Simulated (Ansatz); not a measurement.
# C2H7NSi (SMILES NC1C[SiH2]1) at PBE-QIDH/def2-SVP

What is the electronic atomisation energy of C2H7NSi at PBE-QIDH/def2-SVP? 

The calculation is run with Ansatz 0.2.0.

61 further runs of the same task are left out: 61 set aside as unsound or not needed.

**1. The molecule**

The species is C2H7NSi (11 atoms), meant as a singlet with charge 0. SMILES: `NC1C[SiH2]1`. Geometry: relaxed at PBE0-D4/def2-TZVP. This is one conformer, not always the lowest.

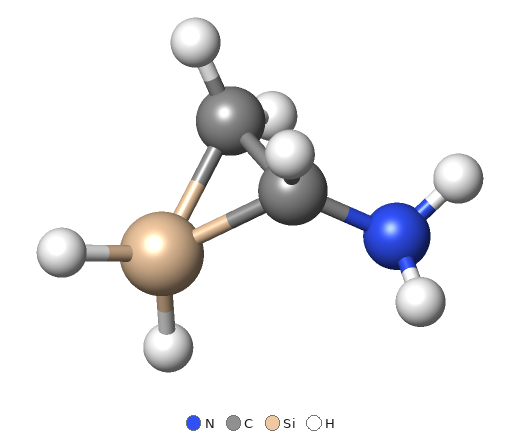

The structure, seen from a chosen angle (nitrogen blue, carbon grey, silicon light orange, hydrogen white).

**2. A single-point energy at PBE-QIDH/def2-SVP**

File input.yaml:

```yaml
basis:
  gaussian:
    orbitals: def2-SVP
crystal:
  periodic: [false, false, false]
  atoms:
    - {symbol: "N", position_ang: [-1.337200, 0.826100, -0.314200]}
    - {symbol: C, position_ang: [0.048100, 0.587400, -0.015100]}
    - {symbol: C, position_ang: [0.296100, -0.519700, 1.025200]}
    - {symbol: Si, position_ang: [0.845000, -0.955900, -0.685100]}
    - {symbol: H, position_ang: [-1.450400, 1.288300, -1.206000]}
    - {symbol: H, position_ang: [-1.774000, 1.401500, 0.397500]}
    - {symbol: H, position_ang: [0.701400, 1.454200, 0.118600]}
    - {symbol: H, position_ang: [1.025100, -0.311700, 1.801300]}
    - {symbol: H, position_ang: [-0.607900, -0.997000, 1.390600]}
    - {symbol: H, position_ang: [2.288700, -0.939900, -1.005500]}
    - {symbol: H, position_ang: [0.030300, -1.890100, -1.486800]}
correlation:
  frozen_orbitals: {C: 1, H: 0, "N": 1, Si: 5}
hamiltonian:
  xc: {name: PBE-QIDH}
accuracy: high
output:
  orbitals: {seedname: orbitals}
```

Launch:

```
ansatz run input.yaml --threads 1 --pin off --max-ram 3480MiB --events-out events.jsonl --progress --plain --runs-dir runs
```

The program printed:

```text
Warning: RAYON_NUM_THREADS=1 ignored (pool sized by the plan → 1); use --threads N
Functional definition: PBE-QIDH
  name "PBE-QIDH"
  parameter a = 3^(-1/3)
  parameter c = 1/3
  exchange = (1 - a)*pbe_x + a*exact_x
  correlation = (1 - c)*pbe_c + c*(mp2_os + mp2_ss)
2284 factors; integrals over basis functions are off by at most 3.9e-9 eV
mean field evaluation 1: about -11527.9179 eV, gradient 3.9e1 eV
mean field evaluation 2: about -11527.9199 eV, gradient 3.9e1 eV
mean field evaluation 4: about -11531.6577 eV, gradient 2.5e0 eV
mean field evaluation 8: about -11531.6778 eV, gradient 3.6e-2 eV
mean field evaluation 16: about -11531.6778 eV, gradient 1.3e-5 eV
mean field -11531.67782182 eV, -423.7813435000 hartree, gradient 4.6e-8 eV, S^2 0.000000; 0 other end points of the search recorded, 0 dependent functions left out
8 core orbitals not correlated: weight in the atoms' cores, before any rotation towards them, 1.000 or more for the frozen orbitals, at most 0.000 for the correlated occupied ones
reference -11531.67782288 eV, -423.7813435388 hartree; 12, 12 occupied and 75, 75 virtual orbitals, 2284 factors
second order -17.00801442 eV of doubles, -0.00000000 eV of singles
Total energy: -11537.34716102 eV, -423.9896878726 hartree
```

It took 11 s on 1 thread of Arm Neoverse V2, shared host; peak memory 0.34 GiB.

**3. The C atom at the same level**

File job.yaml:

```yaml
basis:
  gaussian:
    orbitals: def2-SVP
crystal:
  periodic: [false, false, false]
  atoms:
    - {symbol: C, position_ang: [0.000000, 0.000000, 0.000000]}
correlation:
  frozen_orbitals: {C: 1}
hamiltonian:
  xc: {name: PBE-QIDH}
total_charge: 0
accuracy: high
magnetization:
  spin_polarized: true
  initial_magnetization: 2
```

Run the same way, it converges to -37.74856 Eh (log not shown).

**4. The H atom**

File input.yaml:

```yaml
crystal:
  periodic: [false, false, false]
  atoms:
    - {symbol: H, position_ang: [0.000000, 0.000000, 0.000000]}
basis:
  gaussian:
    orbitals: def2-SVP
magnetization:
  spin_polarized: true
  initial_magnetization: 1
hamiltonian:
  xc: {name: PBE-QIDH}
correlation:
  frozen_orbitals: {H: 0}
accuracy: high
```

Run the same way, it converges to -0.50124 Eh (log not shown).

**5. The N atom, same level**

File input.yaml:

```yaml
crystal:
  periodic: [false, false, false]
  atoms:
    - {symbol: N, position_ang: [0.000000, 0.000000, 0.000000]}
basis:
  gaussian: {orbitals: def2-SVP}
magnetization: {spin_polarized: true, initial_magnetization: 3}
hamiltonian: {xc: {name: PBE-QIDH}}
correlation: {frozen_orbitals: {"N": 1}}
accuracy: high
```

Run the same way, it converges to -54.46675 Eh (log not shown).

**6. The Si atom**

File in.yaml:

```yaml
basis:
  gaussian:
    orbitals: def2-SVP
crystal:
  periodic: [false, false, false]
  atoms:
    - {symbol: Si, position_ang: [0.000000, 0.000000, 0.000000]}
magnetization:
  spin_polarized: true
  initial_magnetization: 2
hamiltonian:
  xc: {name: PBE-QIDH}
correlation:
  frozen_orbitals: {Si: 5}
accuracy: high
```

Launch:

```
ansatz run in.yaml --threads 1 --pin off --max-ram 3480MiB --events-out events.jsonl --progress --plain --runs-dir runs
```

The program printed, shortened:

```text
Warning: RAYON_NUM_THREADS=1 ignored (pool sized by the plan → 1); use --threads N
[... 2 set-up lines as earlier in the session ...]
[...]
134 factors; integrals over basis functions are off by at most 2.5e-9 eV
[...]
mean field -7865.19799422 eV, -289.0406950649 hartree, gradient 2.6e-8 eV, S^2 2.006109; 0 other end points of the search recorded, 0 dependent functions left out
5 core orbitals not correlated: weight in the atoms' cores, before any rotation towards them, 1.000 or more for the frozen orbitals, at most 0.000 for the correlated occupied ones
reference -7865.19799477 eV, -289.0406950852 hartree; 3, 1 occupied and 10, 12 virtual orbitals, 134 factors
second order -1.38664346 eV of doubles, -0.00000000 eV of singles
Total energy: -7865.66020926 eV, -289.0576811543 hartree
```

It took 0.52 s on 1 thread of Arm Neoverse V2, shared host.

**7. Outcome**

At PBE-QIDH/def2-SVP, 8 core orbitals frozen:

| quantity | value |
| --- | --- |
| molecule: total energy | -423.98969 Eh |
| molecule: HOMO energy (SCF part's orbitals) | -8.14 eV |
| molecule: LUMO energy (SCF part's orbitals) | 2.58 eV |
| molecule: HOMO–LUMO gap (SCF part's orbitals) | 10.72 eV |
| C atom: total energy | -37.74856 Eh |
| C atom: ⟨S²⟩ | 2.004 |
| H atom: total energy | -0.50124 Eh |
| H atom: ⟨S²⟩ | 0.750 |
| N atom: total energy | -54.46675 Eh |
| N atom: ⟨S²⟩ | 3.754 |
| Si atom: total energy | -289.05768 Eh |
| Si atom: ⟨S²⟩ | 2.006 |
| electronic atomisation energy | 39.714 eV |

In words: Taking the molecule apart into free atoms costs 39.71 eV (3832 kJ/mol), before zero-point energy and without spin-orbit coupling.
